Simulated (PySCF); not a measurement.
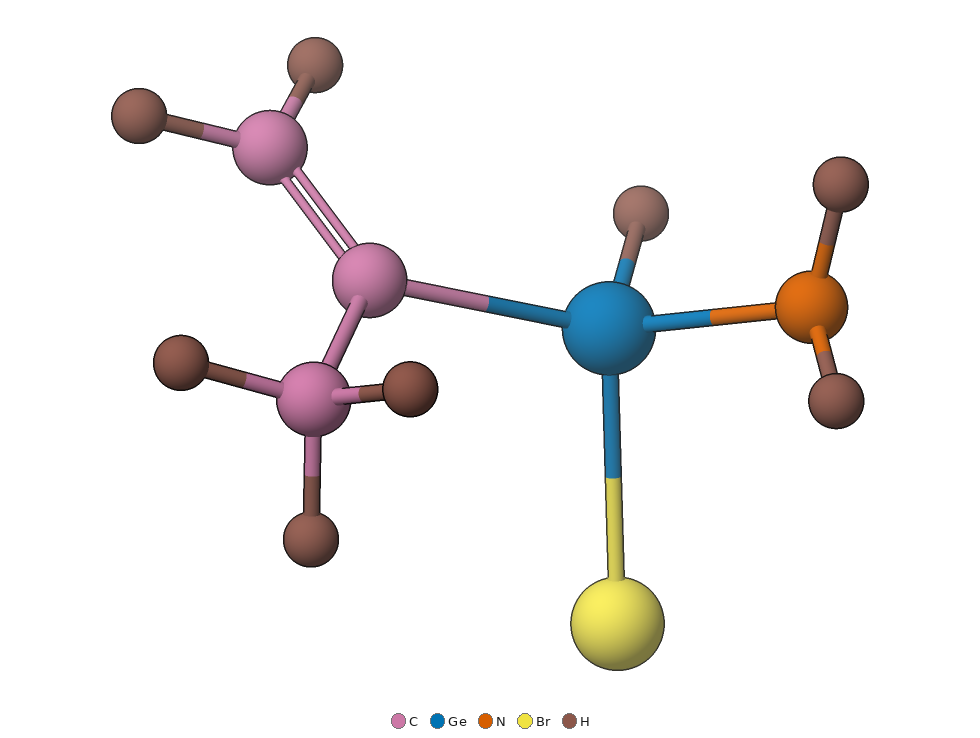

A ball-and-stick model of a molecule. Double and triple bonds are drawn as two and three sticks.

Computed geometry: GFN2-xTB optimisation. No frequency run is at hand to confirm it as a minimum.

> Which formula does it have?

C₃H₈BrGeN, 14 atoms: 3 carbon, 8 hydrogen, 1 bromine, 1 germanium and 1 nitrogen.

> Give a SMILES string for it.

C=[C](C)[Ge@@H]([NH2])[Br]

> Name some functional groups or characteristic bonds that it holds.

Among them: alkene.

The parts below concern this one geometry. Atoms keep their numbers from picture to picture.

**Shape**

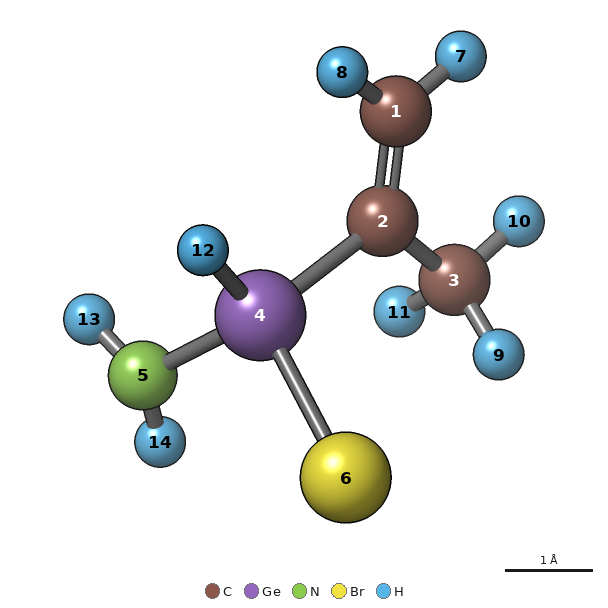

The atoms are numbered. No frequency run is at hand to confirm it as a minimum.

Estimate the angles C2–C1–H7, C2–C1–H8, C2–C3–H9, C2–C3–H10, C2–C3–H11, C2–Ge4–Br6, C2–Ge4–H12, C3–C2–Ge4, Ge4–N5–H13, Ge4–N5–H14, N5–Ge4–H12, Br6–Ge4–H12.

```tsv
angle	degrees
C2–C1–H7	122.1
C2–C1–H8	121.6
C2–C3–H9	110.1
C2–C3–H10	111.3
C2–C3–H11	110.2
C2–Ge4–Br6	108.2
C2–Ge4–H12	112.1
C3–C2–Ge4	117.1
Ge4–N5–H13	117.5
Ge4–N5–H14	118.6
N5–Ge4–H12	105.8
Br6–Ge4–H12	107.9
```

**Spin–spin coupling**

No frequency run is at hand to confirm it as a minimum. Properties computed with B3LYP/pcJ-1 (pcSseg-1 on Br) (pcSseg-1 on Ge) indirect spin-spin coupling, non-relativistic, gas phase (PySCF 2.14.0). Isotopes: 13C, 1H, 15N.

Give the spin–spin coupling constants of these pairs, with the number of bonds between them: N5/H14, N5/H13, C2/N5, N5/H12.

| pair | bonds apart | J (Hz) |
| --- | --- | --- |
| N5, H14 | 1 | −76.6 |
| N5, H13 | 1 | −74.0 |
| C2, N5 | 2 | 1.0 |
| N5, H12 | 2 | −15.1 |

**Electronic properties**

No frequency run is at hand to confirm it as a minimum. Level of theory: B3LYP/pcJ-1 (pcSseg-1 on Br) (pcSseg-1 on Ge), gas phase (PySCF 2.14.0).

> Give the HOMO–LUMO gap at this level.

6.45 eV.

> Give the dipole moment at this level.

2.96 D.

> What is the HOMO energy (Kohn–Sham orbital)?

−7.05 eV.

**Quadrupole coupling**

No frequency run is at hand to confirm it as a minimum. Electric field gradients from the ground-state density, B3LYP/pcJ-1 (pcSseg-1 on Br) (pcSseg-1 on Ge) (PySCF 2.14.0), non-relativistic apart from any core potentials.

Give the largest field-gradient component, the quadrupole coupling constant and the asymmetry for 73Ge at Ge4 (Q = −196 mb), 14N at N5 (Q = 20.44 mb), 79Br at Br6 (Q = 313 mb).

```tsv
atom	V_zz (a.u.)	e²qQ/h (MHz)	η
Ge4	1.649	−76.0	0.34
N5	−1.001	−4.81	0.12
Br6	4.874	358.4	0.05
```

The geometry is semi-empirical. Around Br, Ge such bond lengths and angles can be off by a tenth of an ångström or more and by several degrees, and values that hang on the shape move with them.
